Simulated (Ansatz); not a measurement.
**H4O2Si2: molecular dynamics**

The plan is to follow the molecule's vibrations and see whether its bonds hold. The start is relaxed first. Runs: 500 steps of 0.5 fs under a Nosé-Hoover thermostat at 1000 K. SMILES of the start: O=[Si](O)[SiH3].

Program: Ansatz 0.2.0. Level of theory: RKS PBE0-D4/def2-SVP. These are calculated values, not measurements.

## Step 1: The structure to begin with

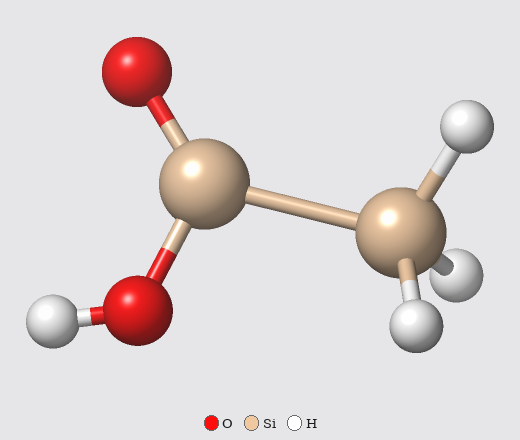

The starting structure, seen from a chosen angle (oxygen red, silicon light orange, hydrogen white).

Structure file:

```xyz
8

O     1.3649   -1.5807    1.3639
Si    0.7976   -0.4839    0.4924
O     1.7212    0.6867   -0.1493
Si   -1.2744    0.0697   -0.2941
H     2.6650    0.7489   -0.0127
H    -1.5223   -0.5711   -1.5939
H    -2.3003   -0.3888    0.6504
H    -1.4518    1.5193   -0.4567
```

## Step 2: Relaxing the start

Contents of input.yaml:

```yaml
crystal:
  periodic: [false, false, false]
  atoms:
    - { symbol: O, position_ang: [1.36489, -1.58067, 1.36385] }
    - { symbol: Si, position_ang: [0.79761, -0.48395, 0.49236] }
    - { symbol: O, position_ang: [1.72123, 0.68667, -0.14927] }
    - { symbol: Si, position_ang: [-1.2744, 0.0697, -0.29411] }
    - { symbol: H, position_ang: [2.665, 0.7489, -0.01266] }
    - { symbol: H, position_ang: [-1.52226, -0.57114, -1.59392] }
    - { symbol: H, position_ang: [-2.30032, -0.38878, 0.65039] }
    - { symbol: H, position_ang: [-1.45176, 1.51927, -0.45665] }
basis:
  gaussian: { orbitals: def2-SVP }
hamiltonian:
  xc: pbe0
  dispersion: d4
relax:
  f_tol: 0.02
  max_steps: 40
scf:
  lower_state_search: "off"
```

Launch:

```
$ ansatz run input.yaml --threads 2 --pin off --max-ram 3072MiB --backend cpu --events-out ev --progress --plain --runs-dir out
```

Output (excerpt; [...] marks lines left out):

```text
Warning: RAYON_NUM_THREADS=2 ignored (pool sized by the plan → 2); use --threads N
[...]
Functional definition: PBE0
[...]
844 factors; integrals over basis functions are off by at most 6.0e-4 eV
[...]
mean field -19895.99328683 eV, -731.1642673023 hartree, gradient 4.5e-6 eV, S^2 0.000000; 0 other end points of the search recorded, 0 dependent functions left out
[...]
reference -19895.99331075 eV, -731.1642681813 hartree; 24, 24 occupied and 60, 60 virtual orbitals, 844 factors
relax step   1: F+E_penalty+E_count = -19896.13907460 eV  Δ(F+E_penalty+E_count) = +0.000e0 eV  max|allowed force component| = 1.019e0 eV/Å  Δτ_max = 0.0000 Å  (14 SCF iters, accepted)
[...]
relax step   5: F+E_penalty+E_count = -19896.25191544 eV  Δ(F+E_penalty+E_count) = -6.425e-3 eV  max|allowed force component| = 2.287e-1 eV/Å  Δτ_max = 0.0555 Å  (19 SCF iters, accepted)
[...]
relax step   6: F+E_penalty+E_count = -19896.25335654 eV  Δ(F+E_penalty+E_count) = -1.441e-3 eV  max|allowed force component| = 1.418e-2 eV/Å  Δτ_max = 0.0247 Å  (15 SCF iters, accepted)
Total energy: -19896.25338055 eV, -731.1738255702 hartree
Atom 0 at     1.262715    -1.515805     1.421531 Å, force     0.009090    -0.002298     0.000440 eV/Å
Atom 1 at     0.822680    -0.392701     0.478851 Å, force    -0.006756     0.009375     0.001693 eV/Å
Atom 2 at     1.813368     0.719296    -0.220862 Å, force    -0.010017    -0.003147    -0.014183 eV/Å
Atom 3 at    -1.335110     0.073280    -0.290187 Å, force     0.009344    -0.002663     0.004763 eV/Å
Atom 4 at     2.755579     0.638795    -0.022931 Å, force    -0.002662    -0.004018     0.008873 eV/Å
Atom 5 at    -1.487112    -0.546939    -1.639738 Å, force     0.004474    -0.000265    -0.005608 eV/Å
Atom 6 at    -2.310248    -0.525305     0.662856 Å, force    -0.007957    -0.002467     0.002090 eV/Å
Atom 7 at    -1.521882     1.549379    -0.389530 Å, force     0.004484     0.005484     0.001932 eV/Å
Dipole moment:    -0.082650     0.458896    -0.378663 e Å
Checks for a lower state left out: stability, starts, cluster_reference, orbital_swaps, neighbouring_geometries, increment
```

It took 12 s on 2 threads of an Arm CPU, shared host; peak memory 0.14 GiB.

The steps of the relaxation:

| step | energy from step 1 (eV) | largest force component (eV/Å) |
| --- | --- | --- |
| 1 | 0.0000 | 1.0193 |
| 2 | -0.0847 | 0.4986 |
| 3 | -0.0993 | 0.2932 |
| 4 | -0.1064 | 0.5418 |
| 5 | -0.1128 | 0.2287 |
| 6 | -0.1143 | 0.0142 |

Step 1 is the start.

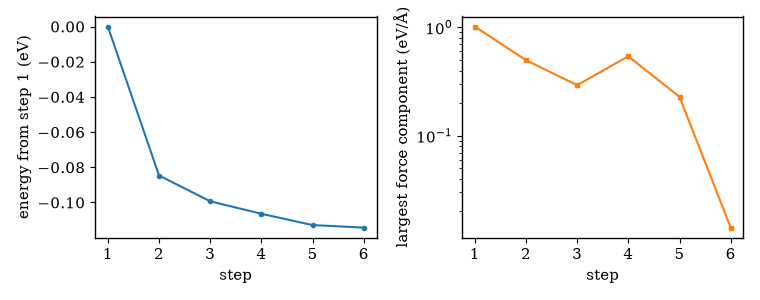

How energy and force went from step to step.

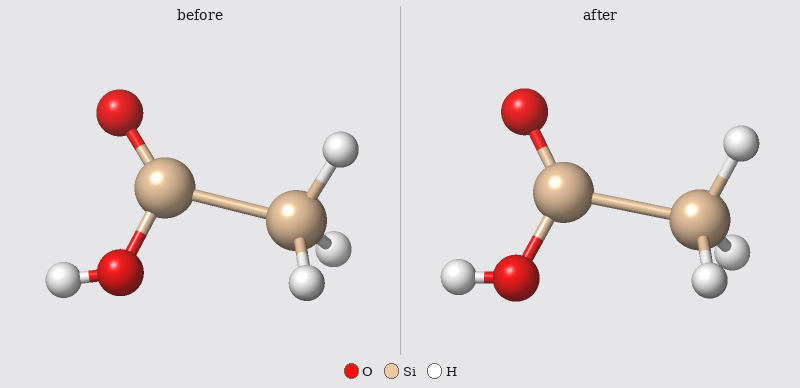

Before and after, at one scale.

After: Bond lengths: O1–Si2 1.531 Å, Si2–O3 1.645 Å, Si2–Si4 2.338 Å, O3–H5 0.966 Å, Si4–H6 1.493 Å, Si4–H7 1.489 Å, Si4–H8 1.491 Å. Angles: O1–Si2–O3 125.8°, O1–Si2–Si4 127.9°, O3–Si2–Si4 106.3°, Si2–O3–H5 116.3°, Si2–Si4–H6 108.0°, Si2–Si4–H7 108.3°, Si2–Si4–H8 109.6°, H6–Si4–H7 110.2°, H6–Si4–H8 109.8°, H7–Si4–H8 111.0°.

## Step 3: Dynamics

500 steps of 0.5 fs under a Nosé-Hoover thermostat at 1000 K, from the relaxed start.

Contents of input.yaml:

```yaml
crystal:
  periodic: [false, false, false]
  atoms:
    - { symbol: O, position_ang: [1.262715, -1.515805, 1.421531] }
    - { symbol: Si, position_ang: [0.82268, -0.392701, 0.478851] }
    - { symbol: O, position_ang: [1.813368, 0.719296, -0.220862] }
    - { symbol: Si, position_ang: [-1.33511, 0.07328, -0.290187] }
    - { symbol: H, position_ang: [2.755579, 0.638795, -0.022931] }
    - { symbol: H, position_ang: [-1.487112, -0.546939, -1.639738] }
    - { symbol: H, position_ang: [-2.310248, -0.525305, 0.662856] }
    - { symbol: H, position_ang: [-1.521882, 1.549379, -0.38953] }
basis:
  gaussian: { orbitals: def2-SVP }
hamiltonian:
  xc: pbe0
  dispersion: d4
md:
  timestep: 0.5
  n_steps: 500
  ensemble: nvt_nose_hoover
  temperature: 1000.0
  initial_velocities: maxwell_boltzmann
  seed: 181479
  nose_hoover: { tau: 300.0, chain_length: 3 }
scf:
  lower_state_search: "off"
```

Launch:

```
$ ansatz run input.yaml --threads 2 --pin off --max-ram 3072MiB --backend cpu --events-out ev --progress --plain --runs-dir out
```

Output (excerpt; [...] marks lines left out):

```text
Warning: RAYON_NUM_THREADS=2 ignored (pool sized by the plan → 2); use --threads N
[...]
[... 1 set-up line as earlier in the session ...]
[...]
843 factors; integrals over basis functions are off by at most 3.1e-4 eV
[...]
mean field -19896.10893808 eV, -731.1685174073 hartree, gradient 5.9e-6 eV, S^2 0.000000; 0 other end points of the search recorded, 0 dependent functions left out
[...]
reference -19896.10896205 eV, -731.1685182882 hartree; 24, 24 occupied and 60, 60 virtual orbitals, 843 factors
md step     0: t =     0.00 fs  T =  1000.0 K  F+E_penalty+E_count = -19896.25335162 eV  E_kin = 0.775560 eV  conserved = -19895.47779162 eV  (14 SCF iters)
[...]
md step    17: t =     8.50 fs  T =   377.6 K  F+E_penalty+E_count = -19895.76932074 eV  E_kin = 0.292864 eV  conserved = -19895.47653143 eV  (16 SCF iters, 3 dispersion substeps)
[...]
md step    34: t =    17.00 fs  T =   414.4 K  F+E_penalty+E_count = -19895.79760367 eV  E_kin = 0.321373 eV  conserved = -19895.47660033 eV  (16 SCF iters, 3 dispersion substeps)
[...]
md step    51: t =    25.50 fs  T =   391.7 K  F+E_penalty+E_count = -19895.77908333 eV  E_kin = 0.303786 eV  conserved = -19895.47639633 eV  (15 SCF iters, 3 dispersion substeps)
[...]
md step    68: t =    34.00 fs  T =   358.8 K  F+E_penalty+E_count = -19895.75242461 eV  E_kin = 0.278274 eV  conserved = -19895.47608367 eV  (16 SCF iters, 3 dispersion substeps)
md step    69: t =    34.50 fs  T =   410.8 K  F+E_penalty+E_count = -19895.79311358 eV  E_kin = 0.318617 eV  conserved = -19895.47649159 eV  (16 SCF iters, 3 dispersion substeps)
```

## Step 4: The output, continued: dynamics from the start

Output, continued (excerpt; [...] marks lines left out):

```text
md step    70: t =    35.00 fs  T =   461.2 K  F+E_penalty+E_count = -19895.83232554 eV  E_kin = 0.357663 eV  conserved = -19895.47672831 eV  (16 SCF iters, 3 dispersion substeps)
[...]
md step    92: t =    46.00 fs  T =   549.2 K  F+E_penalty+E_count = -19895.89770738 eV  E_kin = 0.425924 eV  conserved = -19895.47633067 eV  (16 SCF iters, 3 dispersion substeps)
[...]
md step   114: t =    57.00 fs  T =   476.6 K  F+E_penalty+E_count = -19895.83913507 eV  E_kin = 0.369626 eV  conserved = -19895.47642218 eV  (16 SCF iters, 3 dispersion substeps)
[...]
md step   136: t =    68.00 fs  T =   469.5 K  F+E_penalty+E_count = -19895.83077405 eV  E_kin = 0.364098 eV  conserved = -19895.47663622 eV  (16 SCF iters, 3 dispersion substeps)
[...]
md step   158: t =    79.00 fs  T =   606.1 K  F+E_penalty+E_count = -19895.93217495 eV  E_kin = 0.470033 eV  conserved = -19895.47580103 eV  (16 SCF iters, 3 dispersion substeps)
md step   159: t =    79.50 fs  T =   621.3 K  F+E_penalty+E_count = -19895.94386446 eV  E_kin = 0.481827 eV  conserved = -19895.47591347 eV  (16 SCF iters, 3 dispersion substeps)
md step   160: t =    80.00 fs  T =   645.1 K  F+E_penalty+E_count = -19895.96239624 eV  E_kin = 0.500307 eV  conserved = -19895.47618942 eV  (16 SCF iters, 3 dispersion substeps)
```

## Step 5: The output, continued: dynamics from the start

The log, continued (excerpt; [...] marks lines left out):

```text
md step   161: t =    80.50 fs  T =   672.0 K  F+E_penalty+E_count = -19895.98343619 eV  E_kin = 0.521214 eV  conserved = -19895.47655653 eV  (16 SCF iters, 3 dispersion substeps)
[...]
md step   180: t =    90.00 fs  T =   528.3 K  F+E_penalty+E_count = -19895.86864313 eV  E_kin = 0.409759 eV  conserved = -19895.47700156 eV  (16 SCF iters, 3 dispersion substeps)
[...]
md step   199: t =    99.50 fs  T =   415.4 K  F+E_penalty+E_count = -19895.77663933 eV  E_kin = 0.322131 eV  conserved = -19895.47645000 eV  (16 SCF iters, 3 dispersion substeps)
[...]
md step   218: t =   109.00 fs  T =   266.1 K  F+E_penalty+E_count = -19895.65654036 eV  E_kin = 0.206358 eV  conserved = -19895.47565199 eV  (16 SCF iters, 3 dispersion substeps)
[...]
Total energy: -19895.66287091 eV, -731.1521247413 hartree
Atom 0 at     1.218408    -1.428005     1.516724 Å, force     0.195431    -0.781668     0.830675 eV/Å
Atom 1 at     0.870551    -0.402571     0.459789 Å, force    -0.592086     0.924454    -1.134949 eV/Å
Atom 2 at     1.911350     0.617983    -0.274658 Å, force    -0.234556     0.529039    -0.454322 eV/Å
Atom 3 at    -1.428679     0.075543    -0.299758 Å, force     2.287977     0.657309     0.290390 eV/Å
Atom 4 at     2.781017     1.029505    -0.207608 Å, force    -0.254158    -0.535667     0.325602 eV/Å
Atom 5 at    -1.335759     0.609184    -1.759798 Å, force    -0.380563    -0.403370     1.064199 eV/Å
Atom 6 at    -1.996518    -1.282543    -0.059096 Å, force    -0.476688     0.335772    -0.093799 eV/Å
Atom 7 at    -1.591096     1.186205     0.777869 Å, force    -0.545357    -0.725868    -0.827797 eV/Å
Dipole moment:    -0.208591     0.612416    -0.522093 e Å
Checks for a lower state left out: stability, starts, cluster_reference, orbital_swaps, neighbouring_geometries, increment
```

It took 14 min on 2 threads of an Arm CPU, shared host; peak memory 0.14 GiB.

## Step 6: Frames and traces

One step in 36; energies are changes from step 0:

| time (fs) | T (K) | potential energy change (meV/atom) | conserved energy change (meV/atom) |
| --- | --- | --- | --- |
| 0.0 | 1000 | 0.0 | 0.00 |
| 18.0 | 400 | 58.5 | 0.24 |
| 36.0 | 540 | 45.0 | 0.13 |
| 54.0 | 453 | 54.0 | 0.26 |
| 72.0 | 396 | 60.2 | 0.26 |
| 90.0 | 528 | 48.1 | 0.10 |
| 108.0 | 305 | 70.7 | 0.20 |
| 126.0 | 586 | 44.6 | 0.18 |
| 144.0 | 567 | 48.2 | 0.24 |
| 162.0 | 442 | 61.9 | 0.31 |
| 180.0 | 718 | 36.8 | 0.10 |
| 198.0 | 802 | 31.0 | 0.17 |
| 216.0 | 556 | 56.8 | 0.14 |
| 234.0 | 455 | 69.6 | 0.25 |
| 250.0 | 442 | 73.8 | 0.19 |

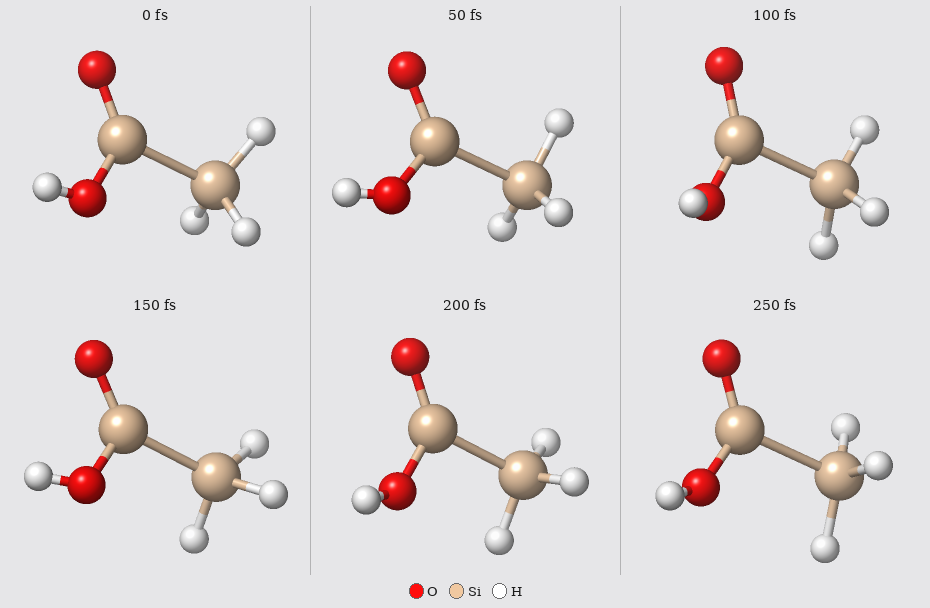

The system at six times, viewed from a chosen angle. Sticks join atoms within a bonding distance in each frame.

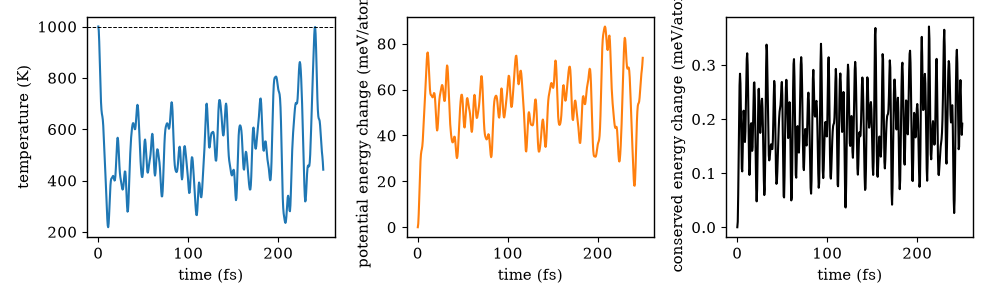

Time series of the run, each on its own scale. The dashed line is the set temperature.

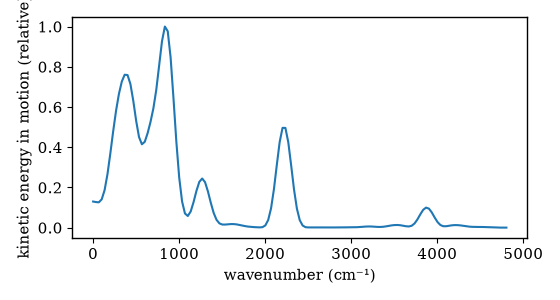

Power spectrum of the mass-weighted velocities; a run of 250 fs resolves no finer than about 270 cm⁻¹.

Maxima of the velocity power spectrum (cm⁻¹, relative height; resolution about 270 cm⁻¹): 370 (76), 830 (100), 2200 (50).

## Step 7: Snapshots as a file

Extended XYZ, with forces in eV/Å:

```xyz
8
time_fs=31.0 T=379 dE=0.4839
O     1.308   -1.496    1.400    0.396   -1.180    1.239
Si    0.872   -0.362    0.516   -2.264    0.945   -1.839
O     1.927    0.649   -0.229   -0.421    0.251    0.213
Si   -1.446    0.076   -0.313    0.428   -0.719    0.592
H     2.692    0.568    0.346    0.951    0.208   -0.132
H    -1.711   -0.341   -1.685    0.436   -0.516   -0.774
H    -2.490   -0.689    0.447    0.354    0.083    0.289
H    -1.870    1.462   -0.427    0.119    0.928    0.412
8
time_fs=62.5 T=430 dE=0.4531
O     1.193   -1.425    1.411    0.479   -2.231    1.757
Si    0.802   -0.370    0.437   -0.229    0.863   -0.561
O     1.867    0.669   -0.164    1.933    0.656   -1.794
Si   -1.306    0.043   -0.257   -0.632   -1.009    0.576
H     2.743    0.378   -0.537   -1.313    0.457    0.889
H    -1.448   -0.224   -1.655    0.064   -0.444   -1.358
H    -2.216   -0.907    0.473    0.098    0.356    0.032
H    -1.616    1.433   -0.176   -0.401    1.351    0.460
8
time_fs=94.0 T=441 dE=0.4548
O     1.090   -1.545    1.497    0.584    1.059   -0.686
Si    0.893   -0.396    0.472   -0.756   -0.262   -0.118
O     1.820    0.741   -0.343   -1.034   -0.981    0.434
Si   -1.322    0.066   -0.268    1.522   -1.572    0.790
H     2.571    1.159    0.056    0.947    0.213    0.341
H    -1.290   -0.072   -1.694   -0.247   -0.123   -1.206
H    -2.086   -0.987    0.444   -0.398    0.183   -0.034
H    -1.468    1.424    0.106   -0.618    1.484    0.479
8
time_fs=125.0 T=569 dE=0.3690
O     1.278   -1.486    1.491   -0.932    1.540   -1.321
Si    0.783   -0.395    0.465    2.060   -1.667    1.528
O     1.841    0.636   -0.284   -0.799    0.204   -0.160
Si   -1.328    0.087   -0.294    0.506   -1.063    0.432
H     2.550    1.130    0.134    0.193   -0.279    0.167
H    -1.198    0.123   -1.734   -0.248    0.082   -0.871
H    -2.203   -0.959    0.281   -0.285   -0.013   -0.124
H    -1.488    1.371    0.318   -0.495    1.197    0.348
8
time_fs=156.0 T=575 dE=0.3857
O     1.405   -1.423    1.515   -1.198    0.374   -0.812
Si    0.781   -0.435    0.483    1.340   -0.769    1.343
O     1.821    0.616   -0.211    0.420    0.446   -1.289
Si   -1.365    0.121   -0.326   -0.153   -0.367   -0.001
H     2.722    0.409   -0.539   -0.891    0.060    0.693
H    -1.255    0.303   -1.780    0.213    0.106   -0.429
H    -2.426   -0.879   -0.103    0.084   -0.580    0.149
H    -1.980    1.307    0.264    0.185    0.730    0.347
8
time_fs=187.5 T=498 dE=0.4740
O     1.282   -1.499    1.532    0.444   -0.031    0.348
Si    0.863   -0.419    0.548   -1.730    0.709   -1.735
O     1.739    0.663   -0.388   -1.319   -0.904    0.719
Si   -1.319    0.109   -0.324   -0.619    0.478   -0.123
H     2.556    0.644    0.081    2.048    0.482    0.201
H    -1.402    0.507   -1.791    0.521   -0.099    0.435
H    -2.393   -0.887   -0.184    0.088   -0.770    0.120
H    -2.008    1.216    0.435    0.567    0.136    0.035
8
time_fs=219.0 T=694 dE=0.3514
O     1.170   -1.418    1.494    1.003   -2.405    2.340
Si    0.811   -0.420    0.465    0.168    1.978   -1.569
O     1.745    0.659   -0.315    0.905    0.492   -0.576
Si   -1.245    0.072   -0.255   -0.977    1.072   -0.942
H     2.711    0.776   -0.402   -0.778   -0.323    0.367
H    -1.031    0.505   -1.746   -0.434   -0.216    1.103
H    -2.066   -1.166   -0.147   -0.156    0.082   -0.039
H    -1.804    1.210    0.644    0.267   -0.679   -0.684
8
time_fs=250.0 T=442 dE=0.5905
O     1.218   -1.428    1.517    0.195   -0.782    0.831
Si    0.871   -0.403    0.460   -0.592    0.924   -1.135
O     1.911    0.618   -0.275   -0.235    0.529   -0.454
Si   -1.429    0.075   -0.300    2.288    0.657    0.290
H     2.781    1.030   -0.208   -0.254   -0.536    0.326
H    -1.336    0.609   -1.760   -0.381   -0.403    1.064
H    -1.996   -1.282   -0.059   -0.477    0.336   -0.094
H    -1.591    1.186    0.778   -0.545   -0.726   -0.828
```

## Step 8: Outcome

```
                              quantity                          value
               relaxation of the start        5 moves, 0.114 eV lower
                                length            500 steps of 0.5 fs
      temperature, first and last step                 1000 and 442 K
              temperature, second half  mean 561 K, from 235 to 998 K
         potential energy, second half    +54 meV/atom from the start
largest change of the conserved energy                  0.37 meV/atom
                bonds formed or broken                              0
```

What this shows: Against a set 1000 K the second half averages 561 K with a spread of 157 K; 54 meV/atom has gone into potential energy, and a thermostat that acts over some 300 fs has not made it up in 250 fs. The conserved energy strays from its start by at most 0.37 meV/atom, 0.7 % of the mean kinetic energy, so a step of 0.5 fs is short enough over this time. The bonding pattern survives the run. 250 fs on 8 atoms is far too short and small for converged averages. The nuclei move classically, without zero-point motion, which matters most for hydrogen.
